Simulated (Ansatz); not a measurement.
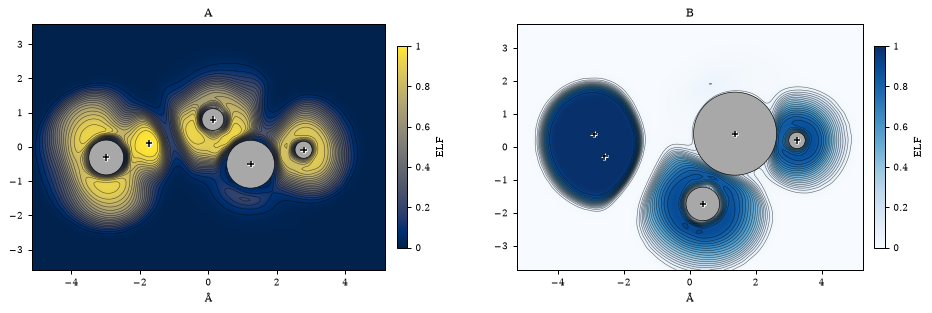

The electron localisation function of 2 systems, each on a plane through atoms (crosses mark nuclei in the plane; grey discs cover the cores).

These are results of RKS B3LYP/def2-SVP (Ansatz), not measurements.

System 1: F3H2NSi···HCl, the plane of atoms F5, Si1 and N6. 

```xyz
9

Si   -0.5470   -0.0804   -0.5463
Cl   -0.3605    0.6737    3.6103
F     0.7012   -1.0099   -0.1828
F    -0.0925    1.4450   -0.6912
F    -1.0662   -0.5537   -1.9890
N    -1.7059   -0.1864    0.7067
H    -2.0434   -1.1082    0.9796
H    -2.4725    0.4849    0.7082
H    -0.8636    0.3349    2.4496
```

System 2: Cl3FZr···H2, the plane of atoms Cl2, Zr1 and F5. Core potentials replace the inner electrons of Zr.

```
atom    x (Å)    y (Å)    z (Å)
  Zr  -0.2474  -0.4125  -0.1641
  Cl  -0.2110  -0.3893   2.1822
  Cl   1.9346  -0.5059  -1.0159
  Cl  -1.3611   1.4820  -0.9806
   F  -1.1831  -1.9535  -0.7314
   H   1.8496   2.9091   1.5669
   H   1.5388   2.4227   2.0635
```

Which map belongs to which system?

Answer. Panel A is system 1, F3H2NSi···HCl: the plane holds Si, Cl, F, N and H. N6···H9 (2.00 Å): the ELF dips to about 0.15 between them. Panel B is system 2, Cl3FZr···H2: the plane holds Zr, Cl, F and H. Zr1···H7 (4.02 Å): the ELF dips to about 0 between them (a non-bonded, intermolecular contact).
